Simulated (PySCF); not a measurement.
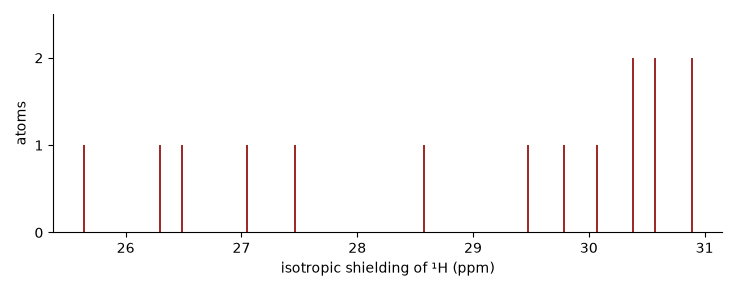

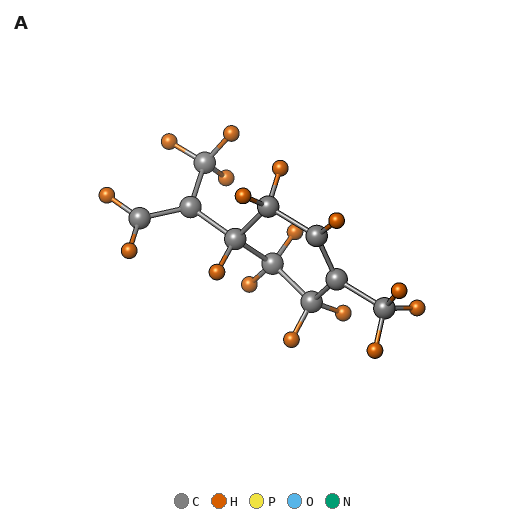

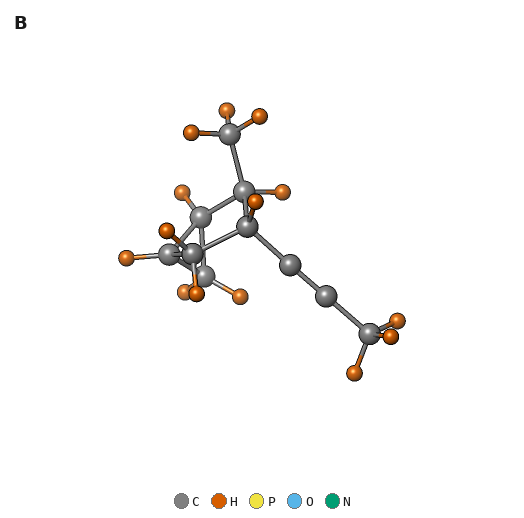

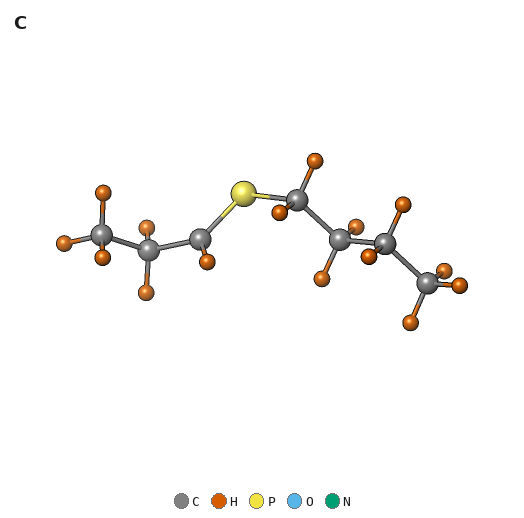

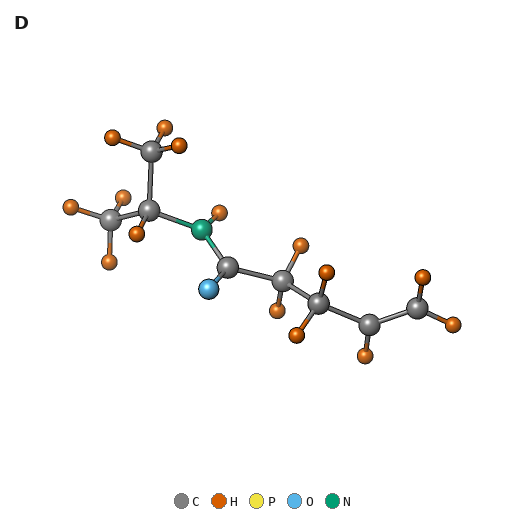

The sticks are computed shieldings of one of the molecules, for one fixed geometry (GFN2-xTB) without averaging over rotations. Low shielding means a high chemical shift. Method: GIAO PBE0/pcSseg-1 NMR shielding, non-relativistic, gas phase (PySCF 2.14.0).

> Match the spectrum to a structure.

D, `C=CCCC(=O)NC(C)C`. Its 15 H atoms give lines at 25.64, 26.29, 26.49, 27.05, 27.46, 28.58, 29.48, 29.78, 30.07, 30.38 (2 atoms), 30.57 (2 atoms), 30.89 (2 atoms) ppm.

The geometry is semi-empirical. Around P such bond lengths and angles can be off by a tenth of an ångström or more and by several degrees, and values that hang on the shape move with them.
